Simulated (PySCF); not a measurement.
**NMR shielding calculation of C₂H₁₂OSi₃**

C₂H₁₂OSi₃, SMILES COC[SiH]([SiH3])[SiH3], computed with GIAO mPW1PW91/pcSseg-1 NMR shielding, non-relativistic, gas phase (PySCF 2.14.0).

The geometry comes from this level: PBE0-D3(BJ)/def2-SVP. It belongs to a series of runs on one base structure; here: H on Si replaced by CH2OCH3. Figures and captions count atoms from 1; the log counts them from 0 in places.

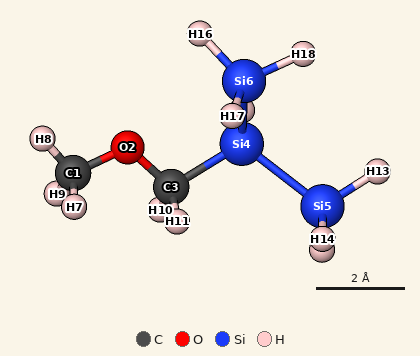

Figure 1. The input geometry (ball-and-stick view, seen at a tilt; atoms are numbered from 1 in the order of the input).

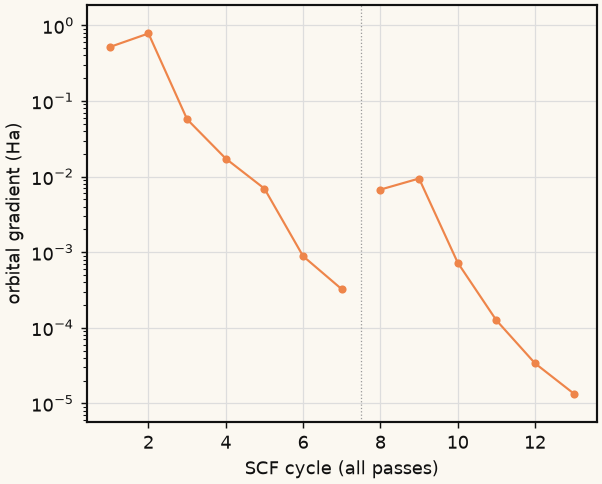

Figure 2. Convergence of the self-consistent field: orbital gradient against the SCF cycle. The dotted line marks the change from a coarse to the final integration grid. The first 7 cycles use a coarse grid, the final grid takes over at cycle 8, and the field converges after 13 cycles in all.

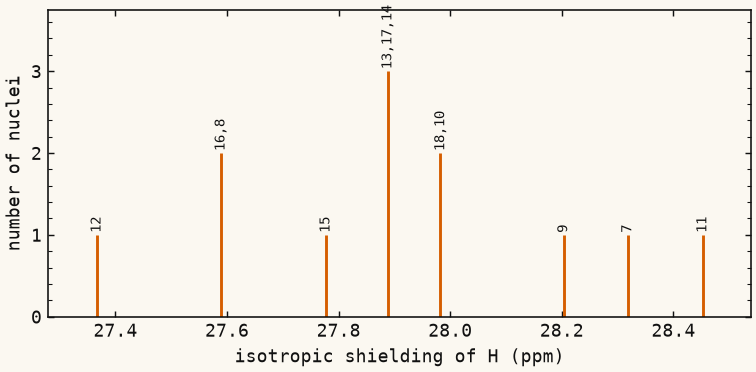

Figure 3. Isotropic shieldings of the hydrogen nuclei in this fixed geometry, labelled by atom number; shielding grows to the right, so chemical shift grows to the left. The least shielded is H12 (27.4 ppm), the most shielded H11 (28.5 ppm).

The input and output of the run follow.

### Input
```
{"job": {"kind": "nmr", "xc": "mPW1PW91", "basis": "pcSseg-1", "pop": false}, "charge": 0, "multiplicity": 1}
C     -2.959329     0.658241     0.334352
O     -1.648464     0.714490    -0.140742
C     -0.970119    -0.510734    -0.072007
Si     0.794430    -0.212040    -0.732149
Si     2.232020    -1.933625    -0.047111
Si     1.486778     1.813486     0.218499
H     -2.998861     0.344300     1.396173
H     -3.392554     1.664655     0.248791
H     -3.580243    -0.045917    -0.253824
H     -1.486600    -1.298745    -0.658799
H     -0.912840    -0.882861     0.973598
H      0.783127    -0.126920    -2.227132
H      3.620182    -1.656862    -0.530728
H      2.255175    -1.994108     1.448608
H      1.802126    -3.270508    -0.564990
H      0.761503     2.981092    -0.363944
H      1.229513     1.755949     1.691634
H      2.956783     2.013008     0.013579
```

The first line tells a small driver script what to run in PySCF; the rest is the geometry in Å.

Run as:
```bash
OMP_NUM_THREADS=1 python <driver script> task.json out
```

### What the program printed
```
coarse grid: 15576 points
cycle   1  E = -1026.9580581453  dE =  6.242e-02  |g| = 5.181e-01  |ddm| = 3.579e+00
cycle   2  E = -1026.8948907739  dE =  6.317e-02  |g| = 7.822e-01  |ddm| = 1.289e+00
cycle   3  E = -1027.0097832563  dE = -1.149e-01  |g| = 5.722e-02  |ddm| = 8.812e-01
cycle   4  E = -1027.0102940029  dE = -5.107e-04  |g| = 1.730e-02  |ddm| = 4.416e-02
cycle   5  E = -1027.0103568757  dE = -6.287e-05  |g| = 6.931e-03  |ddm| = 1.996e-02
cycle   6  E = -1027.0103688119  dE = -1.194e-05  |g| = 8.856e-04  |ddm| = 7.581e-03
cycle   7  E = -1027.0103689936  dE = -1.817e-07  |g| = 3.240e-04  |ddm| = 1.167e-03
final grid: 133872 points
cycle   8  E = -1027.0527734189  dE = -2.102e-05  |g| = 6.732e-03  |ddm| = 1.858e-02
cycle   9  E = -1027.0527659326  dE =  7.486e-06  |g| = 9.432e-03  |ddm| = 9.245e-03
cycle  10  E = -1027.0527816451  dE = -1.571e-05  |g| = 7.268e-04  |ddm| = 5.795e-03
cycle  11  E = -1027.0527817635  dE = -1.184e-07  |g| = 1.255e-04  |ddm| = 8.613e-04
cycle  12  E = -1027.0527817672  dE = -3.678e-09  |g| = 3.386e-05  |ddm| = 1.728e-04
cycle  13  E = -1027.0527817675  dE = -2.792e-10  |g| = 1.350e-05  |ddm| = 5.006e-05
converged SCF energy = -1027.0527817675

GIAO shielding tensors (ppm)
atom      isotropic    diamagn.    paramagn.     s11        s22        s33       span
  0 C      120.134     242.381    -122.247     88.660     90.000    181.742     93.082
  1 O      319.985     399.697     -79.712    301.869    321.252    336.833     34.963
  2 C      122.381     253.063    -130.683     84.642     99.452    183.049     98.407
  3 Si     422.775     882.179    -459.404    390.049    404.245    474.030     83.981
  4 Si     456.751     880.410    -423.659    450.767    453.467    466.021     15.254
  5 Si     452.652     880.547    -427.895    447.326    448.733    461.896     14.570
  6 H       28.318      28.921      -0.603     24.447     26.086     34.420      9.973
  7 H       27.608      28.000      -0.392     23.410     24.946     34.467     11.057
  8 H       28.203      28.082       0.121     24.421     25.594     34.594     10.173
  9 H       27.983      32.433      -4.450     23.904     28.064     31.980      8.076
 10 H       28.452      33.770      -5.318     24.152     28.701     32.503      8.351
 11 H       27.367      29.993      -2.626     24.258     25.231     32.611      8.353
 12 H       27.879      28.780      -0.901     24.511     25.805     33.322      8.811
 13 H       27.897      29.434      -1.537     24.686     26.309     32.697      8.012
 14 H       27.777      28.879      -1.102     24.280     25.611     33.439      9.159
 15 H       27.570      29.394      -1.825     23.819     25.969     32.921      9.102
 16 H       27.887      29.900      -2.013     25.071     26.053     32.537      7.467
 17 H       27.982      29.176      -1.194     24.474     26.050     33.423      8.949
```

### Key numbers

| quantity | value |
| --- | --- |
| outcome | converged |
| total energy | −1027.052782 hartree |
| HOMO | −7.72 eV |
| LUMO | −0.06 eV |
| dipole moment | 1.81 D |
| isotropic shielding, C | 120.1 to 122.4 ppm |
| isotropic shielding, O | 320.0 ppm |
| isotropic shielding, Si | 422.8 to 456.8 ppm |
| isotropic shielding, H | 27.4 to 28.5 ppm |
| hardware | 1 CPU thread, shared host |
| wall time | 24 s |
| peak memory | 0.97 GiB |
